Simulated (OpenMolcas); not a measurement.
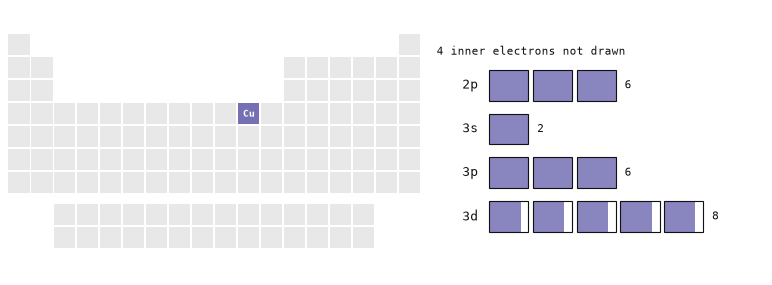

**Figure 1.** Left, the place of copper in the periodic table; right, the outer shells of the leading configuration of the lowest level: a box for each of the 2l + 1 orbitals, shaded by the share of the shell that is filled, with the electron count at the right.

# Multiconfigurational calculation for Cu³⁺ complex

Cu³⁺ with 6 ligands (NH3; octahedron, 1.96 Å), with no charges around it. Computed at this level: state-averaged CASSCF, active space 8 electrons in the shell 3d, basis ANO-RCC-VDZP on the metal and ANO-RCC-VDZP on the ligands, DKH2 scalar Hamiltonian, spin-orbit coupling by RASSI with atomic mean-field integrals (OpenMolcas).

**Key numbers**

```
                                 quantity                                                                 value
                                  outcome                                                             converged
      energy of the lowest spin-free term                                                   −1989.58302 hartree
    energy of the lowest spin-orbit level                                                   −1989.58347 hartree
largest spread among components of a term                                                              0.0 cm⁻¹
                                 hardware  1 thread of Arm Neoverse V1, 24 GiB of memory available, shared host
                                wall time                                                                  52 s
                              peak memory                                                              0.18 GiB
```

**Notes**

Without dynamic correlation the splittings between terms come out too large, often by 20 to 50 %. Limits: covalent bonds, ligand orbitals missing from the active space; distances are set from ionic radii, not optimised.

**Input file**
```
&GATEWAY
Coord
25

Cu 0.0 0.0 0.0
N 1.960000 0.000000 0.000000
H 2.342099 0.945728 0.000000
H 2.342099 -0.472864 0.819024
H 2.342099 -0.472864 -0.819024
N 0.000000 1.960000 0.000000
H 0.000000 2.342099 0.945728
H 0.819024 2.342099 -0.472864
H -0.819024 2.342099 -0.472864
N -1.960000 0.000000 0.000000
H -2.342099 -0.945728 0.000000
H -2.342099 0.472864 -0.819024
H -2.342099 0.472864 0.819024
N 0.000000 -1.960000 0.000000
H 0.000000 -2.342099 -0.945728
H -0.819024 -2.342099 0.472864
H 0.819024 -2.342099 0.472864
N 0.000000 0.000000 1.960000
H 0.945728 0.000000 2.342099
H -0.472864 0.819024 2.342099
H -0.472864 -0.819024 2.342099
N 0.000000 0.000000 -1.960000
H -0.945728 0.000000 -2.342099
H 0.472864 -0.819024 -2.342099
H 0.472864 0.819024 -2.342099
Basis=Cu.ANO-RCC-VDZP,H.ANO-RCC-VDZP,N.ANO-RCC-VDZP
Group=XYZ
NoMove
AngMom=0.0 0.0 0.0
AMFI
RICD
&SEWARD
&RASSCF
FileOrb=start.orb
Symmetry=1
Spin=3
nActEl=8 0 0
Inactive=18 21
Ras2=5 0
CIRoot=10 10 1
SDav=10
CIMx=300
Iter=150 100
PrWF=0.3
OrbListing=Nothing
MaxOrb=0
LevShft=1.0
>>> COPY $Project.JobIph JOB001
&RASSCF
FileOrb=start.orb
Symmetry=1
Spin=1
nActEl=8 0 0
Inactive=18 21
Ras2=5 0
CIRoot=15 15 1
SDav=15
CIMx=300
Iter=150 100
PrWF=0.3
OrbListing=Nothing
MaxOrb=0
LevShft=1.0
>>> COPY $Project.JobIph JOB002
&RASSI
NrOfJobIphs=2 10 15
1 2 3 4 5 6 7 8 9 10
1 2 3 4 5 6 7 8 9 10 11 12 13 14 15
IphNames
JOB001
JOB002
EJob
SpinOrbit
DIPRint=1.0
SOCoupling=1000.0
Subsets=2
Property=9
'ANGMOM' 1 'ANGMOM' 2 'ANGMOM' 3 'MLTPL  1' 1 'MLTPL  1' 2 'MLTPL  1' 3
'AMFI' 1 'AMFI' 2 'AMFI' 3
SOProperty=3
'ANGMOM' 1 'ANGMOM' 2 'ANGMOM' 3
```

The file start.orb holds starting orbitals from an earlier step. A driver script formed the levels outside the program, from RASSI's spin-orbit matrix and the active-space energies, averaged over the components of each term or state.

Launched with:
```bash
OMP_NUM_THREADS=1 MOLCAS_MEM=2457 MOLCAS_PROJECT=a pymolcas a.inp > a.log  # once for each step of the input, in one work folder
```

**Output (extracts)**
```
--- SEWARD ---
Basis set label: CU.ANO-RCC...5S4P2D1F.

      Electronic valence basis set:
      ------------------
      Associated Effective Charge  29.000000 au
      Associated Actual Charge     29.000000 au
      Nuclear Model: Point charge

      Shell  nPrim  nBasis  Cartesian Spherical Contaminant
         s      21       5        X
         p      15       4        X
         d      10       2                 X
         f       6       1                 X
                  Relativistic Douglas-Kroll-Hess integrals:
                    - DKH order of Hamiltonian: 2
                    - DKH order of Properties : 0
                  Atomic mean-field integrals
--- RASSCF ---
Wave function specifications:
      -----------------------------

      Number of closed shell electrons          78
      Number of electrons in active shells       8
      Max number of holes in RAS1 space          0
      Max nr of electrons in RAS3 space          0
      Number of inactive orbitals               39
      Number of active orbitals                  5
      Number of secondary orbitals             164
      Spin quantum number                      1.0
      State symmetry                             1
Orbital specifications:
      -----------------------

      Symmetry species                           1   2
                                                ag  au
      Frozen orbitals                            0   0
      Inactive orbitals                         18  21
      Active orbitals                            5   0
      RAS1 orbitals                              0   0
      RAS2 orbitals                              5   0
      RAS3 orbitals                              0   0
      Secondary orbitals                        79  85
      Deleted orbitals                           0   0
      Number of basis functions                102 106
      Number of CSFs                            10
      Number of root(s) required                10
      Iter CI   SX   CI       RASSCF       Energy    max ROT     max BLB   max BLB  Level Ln srch  Step   QN
          iter iter root      energy       change     param      element    value   shift minimum  type update
 Nr of preliminary CI iterations:   1
      Total energies have been shifted. Add                -1000.00 au
        1   1   11    0  -989.01389798    0.00E+00  -9.04E-02   21  27 1  5.92E-01*  1.75   0.00    SX    NO
        2   1   12    0  -989.37788932   -3.64E-01*  8.92E-02    5  33 2  2.00E-01*  1.29   0.00    SX    NO
        3   1   11    0  -989.43874774   -6.09E-02* -6.97E-02   13  42 1  3.84E-02*  1.24   0.00    SX    NO
        4   1   11    0  -989.45347758   -1.47E-02*  3.88E-02    4  32 2  2.58E-02*  1.14   0.00    SX    NO
        5   1   10    0  -989.45825751   -4.78E-03*  4.08E-02   18  23 1  1.18E-02*  1.12   2.22    LS   YES
        6   1   10    0  -989.46026456   -2.01E-03* -3.37E-02    4  32 2 -3.28E-02*  1.10   1.16    QN   YES
        7   1   10    0  -989.46144181   -1.18E-03*  1.05E-02   19  25 1 -7.60E-03*  1.07   1.08    QN   YES
        8   1   10    0  -989.46172317   -2.81E-04*  6.84E-03   19  25 1 -3.08E-03*  1.07   1.67    LS   YES
        9   1    9    0  -989.46177743   -5.43E-05* -6.07E-04    6  34 2  2.51E-03*  1.07   1.03    QN   YES
       10   1    8    0  -989.46179864   -2.12E-05* -3.79E-04    4  32 2  8.94E-04*  1.07   1.63    LS   YES
       11   1    8    0  -989.46180234   -3.69E-06* -1.04E-03    1  32 2  8.77E-04*  1.07   1.00    QN   YES
       12   1    8    0  -989.46180443   -2.09E-06* -5.75E-04   20  23 2 -2.09E-04*  1.07   1.55    LS   YES
       13   1    7    0  -989.46180473   -3.03E-07*  5.69E-05   21  27 1 -2.13E-04*  1.07   1.00    QN   YES
       14   1    7    0  -989.46180491   -1.82E-07*  3.90E-05   20  23 2 -8.79E-05   1.07   1.69    LS   YES
       15   1    7    0  -989.46180495   -3.59E-08*  1.94E-05    4  22 2  6.17E-05   1.07   1.00    QN   YES
       16   1    6    0  -989.46180497   -1.71E-08* -1.93E-05   13  53 1 -1.78E-05   1.07   1.62    QN   YES
       17   1    5    0  -989.46180497   -4.27E-09  -2.04E-06   13  24 1  5.21E-06   1.07   1.08    QN   YES
      Convergence after 17 iterations
       18   1    5    0  -989.46180497   -2.85E-10  -2.04E-06   13  24 1  3.13E-06   1.07   1.08    QN   YES
      Natural orbitals and occupation numbers for root  1
      sym 1:   2.000000   2.000000   1.000000   2.000000   1.000000
      Natural orbitals and occupation numbers for root  2
      sym 1:   1.499786   2.000000   1.500214   1.499786   1.500214
      Natural orbitals and occupation numbers for root  3
      sym 1:   2.000000   1.250843   1.749157   1.749157   1.250843
::    RASSCF root number  1 Total energy:  -1989.58301969
::    RASSCF root number  2 Total energy:  -1989.50678392
::    RASSCF root number  3 Total energy:  -1989.50664615
::    RASSCF root number  4 Total energy:  -1989.50664615
::    RASSCF root number  5 Total energy:  -1989.46097001
::    RASSCF root number  6 Total energy:  -1989.46097001
::    RASSCF root number  7 Total energy:  -1989.46067833
::    RASSCF root number  8 Total energy:  -1989.37799480
::    RASSCF root number  9 Total energy:  -1989.37717033
::    RASSCF root number 10 Total energy:  -1989.37717033
--- RASSCF ---
Wave function specifications:
      -----------------------------

      Number of closed shell electrons          78
      Number of electrons in active shells       8
      Max number of holes in RAS1 space          0
      Max nr of electrons in RAS3 space          0
      Number of inactive orbitals               39
      Number of active orbitals                  5
      Number of secondary orbitals             164
      Spin quantum number                      0.0
      State symmetry                             1
Orbital specifications:
      -----------------------

      Symmetry species                           1   2
                                                ag  au
      Frozen orbitals                            0   0
      Inactive orbitals                         18  21
      Active orbitals                            5   0
      RAS1 orbitals                              0   0
      RAS2 orbitals                              5   0
      RAS3 orbitals                              0   0
      Secondary orbitals                        79  85
      Deleted orbitals                           0   0
      Number of basis functions                102 106
      Number of CSFs                            15
      Number of root(s) required                15
      Iter CI   SX   CI       RASSCF       Energy    max ROT     max BLB   max BLB  Level Ln srch  Step   QN
          iter iter root      energy       change     param      element    value   shift minimum  type update
 Nr of preliminary CI iterations:   1
      Total energies have been shifted. Add                -1000.00 au
        1   1    8    0  -989.37879763    0.00E+00   1.59E-02   19  25 1 -1.44E-02*  1.07   0.00    SX    NO
        2   1    9    0  -989.37951535   -7.18E-04*  1.18E-02   19  25 1 -5.79E-03*  1.07   0.00    SX    NO
        3   1    9    0  -989.37983158   -3.16E-04* -7.46E-03   19  25 1 -5.26E-03*  1.06   0.00    SX    NO
        4   1    9    0  -989.37997948   -1.48E-04*  5.53E-03   19  25 1 -2.55E-03*  1.06   0.00    SX    NO
        5   1    9    0  -989.38005028   -7.08E-05*  8.07E-03   19  25 1 -2.22E-03*  1.06   2.50    LS   YES
        6   1    9    0  -989.38010670   -5.64E-05*  4.08E-03   19  25 1 -1.77E-03*  1.06   1.51    LS   YES
        7   1    9    0  -989.38011402   -7.33E-06* -3.43E-04    9  34 2  1.76E-03*  1.05   1.01    QN   YES
        8   1    8    0  -989.38011690   -2.88E-06* -1.38E-04   19  25 1  1.07E-03*  1.06   0.70    QN   YES
        9   1    7    0  -989.38011789   -9.86E-07* -8.03E-05   13  24 1  2.10E-04*  1.06   1.16    QN   YES
       10   1    7    0  -989.38011801   -1.20E-07* -5.16E-05   13  24 1  1.13E-04*  1.06   1.64    LS   YES
       11   1    7    0  -989.38011803   -2.20E-08* -1.95E-05   19  25 1 -1.09E-04*  1.06   1.01    QN   YES
       12   1    6    0  -989.38011804   -1.47E-08* -9.13E-06   19  25 1 -2.84E-05   1.06   1.36    QN   YES
       13   1    5    0  -989.38011805   -2.00E-09  -2.76E-06   13  30 1  7.90E-06   1.06   1.22    QN   YES
      Convergence after 13 iterations
       14   1    5    0  -989.38011805   -4.57E-10  -2.76E-06   13  30 1  5.50E-06   1.06   1.22    QN   YES
      Natural orbitals and occupation numbers for root  1
      sym 1:   1.998514   1.996664   1.007049   1.990724   1.007049
      Natural orbitals and occupation numbers for root  2
      sym 1:   1.992087   1.993937   1.007049   1.999877   1.007049
      Natural orbitals and occupation numbers for root  3
      sym 1:   1.960969   1.960611   1.058725   1.960969   1.058725
::    RASSCF root number  1 Total energy:  -1989.50922726
::    RASSCF root number  2 Total energy:  -1989.50922726
::    RASSCF root number  3 Total energy:  -1989.45654910
::    RASSCF root number  4 Total energy:  -1989.43345297
::    RASSCF root number  5 Total energy:  -1989.43322116
::    RASSCF root number  6 Total energy:  -1989.43322116
::    RASSCF root number  7 Total energy:  -1989.40930492
::    RASSCF root number  8 Total energy:  -1989.40914609
::    RASSCF root number  9 Total energy:  -1989.40914609
::    RASSCF root number 10 Total energy:  -1989.30747665
::    RASSCF root number 11 Total energy:  -1989.30747665
::    RASSCF root number 12 Total energy:  -1989.30599718
::    RASSCF root number 13 Total energy:  -1989.30599718
::    RASSCF root number 14 Total energy:  -1989.30562799
::    RASSCF root number 15 Total energy:  -1989.16669903
--- RASSI ---
SPIN-FREE ENERGIES:
  (Shifted by EMIN (a.u.) =      -1989.5830196853)

 SF State       Relative EMIN(au)   Rel lowest level(eV)    D:o, cm**(-1)

     1             0.0000000000        0.0000000000              0.0000
    11             0.0737924267        2.0079942261          16195.5657
    12             0.0737924267        2.0079942261          16195.5657
     2             0.0762357611        2.0744807419          16731.8156
     4             0.0763735321        2.0782296817          16762.0528
     3             0.0763735321        2.0782296817          16762.0528
     5             0.1220496790        3.3211409557          26786.8083
     6             0.1220496790        3.3211409557          26786.8083
     7             0.1223413539        3.3290778359          26850.8236
    13             0.1264705832        3.4414398873          27757.0846
    14             0.1495667165        4.0699176910          32826.1000
    15             0.1497985252        4.0762255294          32876.9761
    16             0.1497985252        4.0762255294          32876.9761
    17             0.1737147653        4.7270195753          38125.9841
    18             0.1738735959        4.7313415760          38160.8434
    19             0.1738735959        4.7313415760          38160.8434
     8             0.2050248809        5.5790112240          44997.7602
     9             0.2058493583        5.6014463962          45178.7120
    10             0.2058493583        5.6014463962          45178.7120
    20             0.2755430327        7.4979078911          60474.7055
    21             0.2755430327        7.4979078911          60474.7055
    22             0.2770225018        7.5381662941          60799.4115
    23             0.2770225018        7.5381662941          60799.4115
    24             0.2773916984        7.5482126467          60880.4408
    25             0.4163206555       11.3286621590          91371.8224
     Dipole printing threshold changed to   1.00000000E+00
Eigenvalues of complex Hamiltonian:
   -----------------------------------
  (Shifted by EMIN (a.u.) =      -1989.5830196853)

 SO State       Relative EMIN(au)   Rel lowest level(eV)    D:o, cm**(-1)

     1            -0.0004533082        0.0000000000              0.0000
     2            -0.0004533082        0.0000000000              0.0000
     3            -0.0004525265        0.0000212718              0.1716
     4             0.0699345375        1.9153508567          15448.3465
     5             0.0699345375        1.9153508568          15448.3465
     6             0.0749681040        2.0523211792          16553.0866
     7             0.0750410246        2.0543054491          16569.0909
     8             0.0750410246        2.0543054494          16569.0909
     9             0.0772751549        2.1150992312          17059.4258
    10             0.0772751549        2.1150992312          17059.4258
    11             0.0773415014        2.1169046123          17073.9872
    12             0.0780089501        2.1350668179          17220.4752
    13             0.0780089501        2.1350668178          17220.4752
    14             0.0783274928        2.1437348051          17290.3873
    15             0.1169687248        3.1952162934          25771.1574
    16             0.1208789391        3.3016186445          26629.3502
    17             0.1210294466        3.3057141626          26662.3828
    18             0.1210294466        3.3057141626          26662.3828
    19             0.1234347878        3.3711668309          27190.2942
    20             0.1234347878        3.3711668307          27190.2942
    21             0.1235714154        3.3748846585          27220.2805
    22             0.1241406104        3.3903732427          27345.2044
    23             0.1241406104        3.3903732428          27345.2044
    24             0.1289302055        3.5207047655          28396.3990
    25             0.1491610308        4.0712135663          32836.5519
    26             0.1493947246        4.0775727000          32887.8418
    27             0.1493947246        4.0775727000          32887.8418
    28             0.1738139549        4.7420538076          38247.2433
    29             0.1739703981        4.7463108429          38281.5786
    30             0.1739703981        4.7463108429          38281.5786
    31             0.2052230821        5.5967396995          45140.7500
    32             0.2052230821        5.5967396995          45140.7500
    33             0.2053776480        5.6009456502          45174.6732
    34             0.2059944892        5.6177307563          45310.0542
    35             0.2059944892        5.6177307564          45310.0542
    36             0.2061851456        5.6229187809          45351.8985
    37             0.2061851456        5.6229187809          45351.8985
    38             0.2062183101        5.6238212320          45359.1772
    39             0.2062346041        5.6242646131          45362.7534
    40             0.2757542358        7.5159901644          60620.5489
    41             0.2757542358        7.5159901644          60620.5489
Weights of the five most important spin-orbit-free states for each spin-orbit state.

 SO State  Total energy (au)           Spin-free states, spin, and weights
 -------------------------------------------------------------------------------------------------------
    1        -0.000453       1 1.0  0.9948    2 1.0  0.0023    4 1.0  0.0017    3 1.0  0.0006   15 0.0  0.0005
    2        -0.000453       1 1.0  0.9948    2 1.0  0.0023    3 1.0  0.0017    4 1.0  0.0006   16 0.0  0.0005
    3        -0.000453       1 1.0  0.9948    3 1.0  0.0023    4 1.0  0.0023   14 0.0  0.0006   24 0.0  0.0000
    4         0.069935      12 0.0  0.4952    3 1.0  0.2042    2 1.0  0.1436   11 0.0  0.0851    4 1.0  0.0710
    5         0.069935      11 0.0  0.4952    4 1.0  0.2042    2 1.0  0.1436   12 0.0  0.0851    3 1.0  0.0710
    6         0.074968       2 1.0  0.6805    3 1.0  0.1569    4 1.0  0.1569    6 1.0  0.0024    5 1.0  0.0024
    7         0.075041       4 1.0  0.4872    3 1.0  0.3311    2 1.0  0.1760    7 1.0  0.0024    5 1.0  0.0023
    8         0.075041       3 1.0  0.4872    4 1.0  0.3311    2 1.0  0.1760    7 1.0  0.0024    6 1.0  0.0023
    9         0.077275       2 1.0  0.5180    4 1.0  0.4543    3 1.0  0.0155    1 1.0  0.0045    5 1.0  0.0022
   10         0.077275       2 1.0  0.5180    3 1.0  0.4543    4 1.0  0.0155    1 1.0  0.0045    6 1.0  0.0022
   11         0.077342       3 1.0  0.4948    4 1.0  0.4948    1 1.0  0.0045    7 1.0  0.0029   14 0.0  0.0010
   12         0.078009       4 1.0  0.3090   11 0.0  0.2158   12 0.0  0.1922    2 1.0  0.1517    3 1.0  0.1084
```

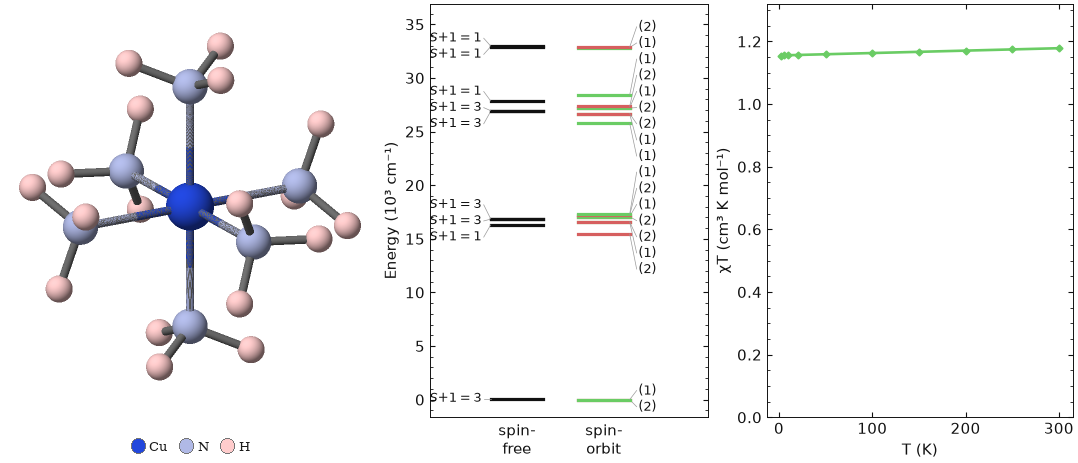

**Figure 2.** Cu³⁺ (3d⁸) with 6 ligands, NH₃, at 1.96 Å (arrangement: octahedron, Ci), and its levels and susceptibility. Labels give the representation in O, Td, D4 or D3 as the site allows (double group for half-integer spin) where it could be assigned and, in brackets, the degeneracy; spin-free states, where drawn, share the zero of the spin-orbit levels. Powder susceptibility by Van Vleck's formula. The ground level is doubly degenerate, 100 % from states of spin multiplicity 3. Its principal g values are 0.00, 0.00 and 4.30, easy-axis. The next level lies at 0.17 cm⁻¹. χT is 1.15 cm³ K mol⁻¹ at 2 K and 1.18 at 300 K, an effective moment of 3.07 μB. The active orbitals hold 76 to 98 % metal character (Löwdin), and the Mulliken charge of the metal is +0.99.
